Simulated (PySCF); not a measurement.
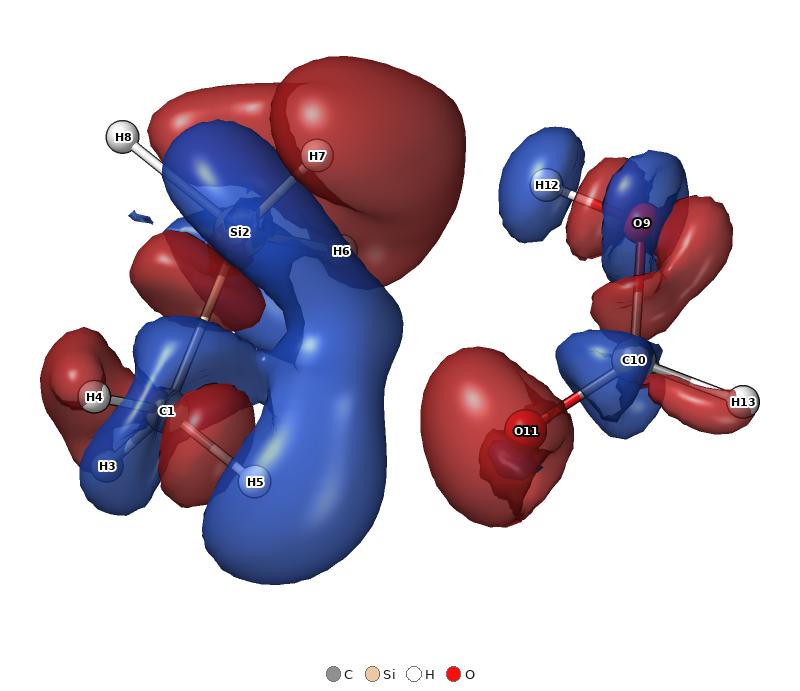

*C2H8O2Si, SMILES `C[SiH3].OC=O`. Density of the complex less the densities of the two fragments at the same geometry, ±0.002 e/Å³ (red: gain, blue: loss). Fragment A: SiH6C (atoms 1–8); fragment B: H2CO2.*

Computed with PySCF, CAM-B3LYP/6-31+G*, geometry: GFN2-xTB.

Input

```python
import numpy as np
from pyscf import gto, scf, dft
from pyscf.scf import atom_ks, atom_hf
from scipy.linalg import block_diag
from pyscf.dispersion import dftd3

def solve(mol, dm0=None, hcore=None):
    mf = (dft.UKS if mol.spin else dft.RKS)(mol, xc='camb3lyp')
    mf.grids.level = 3
    mf = mf.density_fit(auxbasis='def2-universal-jkfit')
    mf.conv_tol, mf.max_cycle = 1e-8, 80
    if hcore is not None:
        mf.get_hcore = lambda *args: hcore
    mf.kernel(dm0)
    if not mf.converged:
        mf = mf.newton().run(mf.mo_coeff, mf.mo_occ, max_cycle=30)
    assert mf.converged, 'SCF not converged'
    return mf

mol = gto.M(atom='''
C     -2.08826    -1.07568     0.06128
Si    -1.55760     0.73277    -0.03272
H     -2.72328    -1.34347    -0.77910
H     -2.64402    -1.27647     0.97341
H     -1.22070    -1.72749     0.04632
H     -0.77722     0.99797    -1.24936
H     -0.73692     1.10115     1.13408
H     -2.72561     1.61696    -0.04381
O      2.18550     0.92768     0.05964
C      2.20273    -0.38699    -0.01445
O      1.24386    -1.09808    -0.05350
H      1.26863     1.25813     0.08198
H      3.24375    -0.74636    -0.03558
''', basis='6-31+g*', charge=0, spin=0, verbose=4)
mol_a = gto.M(atom='''
C     -2.08826    -1.07568     0.06128
Si    -1.55760     0.73277    -0.03272
H     -2.72328    -1.34347    -0.77910
H     -2.64402    -1.27647     0.97341
H     -1.22070    -1.72749     0.04632
H     -0.77722     0.99797    -1.24936
H     -0.73692     1.10115     1.13408
H     -2.72561     1.61696    -0.04381
ghost-O      2.18550     0.92768     0.05964
ghost-C      2.20273    -0.38699    -0.01445
ghost-O      1.24386    -1.09808    -0.05350
ghost-H      1.26863     1.25813     0.08198
ghost-H      3.24375    -0.74636    -0.03558
''', basis='6-31+g*', charge=0, spin=0, verbose=4)
mol_b = gto.M(atom='''
ghost-C     -2.08826    -1.07568     0.06128
ghost-Si    -1.55760     0.73277    -0.03272
ghost-H     -2.72328    -1.34347    -0.77910
ghost-H     -2.64402    -1.27647     0.97341
ghost-H     -1.22070    -1.72749     0.04632
ghost-H     -0.77722     0.99797    -1.24936
ghost-H     -0.73692     1.10115     1.13408
ghost-H     -2.72561     1.61696    -0.04381
O      2.18550     0.92768     0.05964
C      2.20273    -0.38699    -0.01445
O      1.24386    -1.09808    -0.05350
H      1.26863     1.25813     0.08198
H      3.24375    -0.74636    -0.03558
''', basis='6-31+g*', charge=0, spin=0, verbose=4)
ab, a, b = solve(mol), solve(mol_a), solve(mol_b)
e_int = ab.e_tot - a.e_tot - b.e_tot
print('counterpoise-corrected interaction energy / kcal/mol', e_int * 627.5095)
def disp(atoms, charge):
    m = gto.M(atom=atoms, charge=charge, basis='sto-3g', spin=None, unit='Bohr', verbose=0)
    return dftd3.DFTD3Dispersion(m, xc='camb3lyp', version='d3bj').get_dispersion()['energy']
e_disp = disp(mol._atom, mol.charge) - disp(mol._atom[:8], mol_a.charge) - disp(mol._atom[8:], mol_b.charge)
print('D3(BJ) part / kcal/mol', e_disp * 627.5095)
# spherically averaged free atoms, for the promolecule
atm = atom_ks.get_atm_nrks(mol, xc='camb3lyp')
pro = block_diag(*[(atm[a[0]][2] * atm[a[0]][3]) @ atm[a[0]][2].T for a in mol._atom])
np.savez('result.npz', e_int=e_int, e_disp=e_disp, dm_a=a.make_rdm1(), dm_b=b.make_rdm1(), c=ab.mo_coeff, occ=ab.mo_occ, eps=ab.mo_energy, pro=pro, d=[f.dip_moment(verbose=0) for f in (ab, a, b)])
```

Command:

```sh
OMP_NUM_THREADS=1 python input.py
```

The run took 46 s on 1 thread of Arm Neoverse V2, with other jobs on the host, peak memory 0.57 GiB.

Partitions, critical points and surface values were worked out afterwards from this run's density.

How is the density rearranged on binding?

Answer. Hirshfeld charges show 0.007 e passing from A to B. By Hirshfeld charges, electrons gather most on O11 (−0.009 e) and leave H5 most (+0.015 e); 0.08 e is displaced in all, which induces a dipole of 0.30 D.

What is the interaction energy, and which contacts carry it?

Answer. The counterpoise-corrected interaction energy of the frozen fragments is −1.4 kcal/mol without dispersion correction and −2.9 kcal/mol with D3(BJ). The pair geometry is semi-empirical, not a minimum at this level. Contacts: H5···O11, weak C–H hydrogen bond, 2.55 Å, ρ = 0.008 a.u.; H7···H12, H···H contact, 2.27 Å, ρ = 0.008 a.u.; Si2···O11, 3.35 Å, ρ = 0.007 a.u. The pose is a local one from a semi-empirical search, not shown to be the most stable.
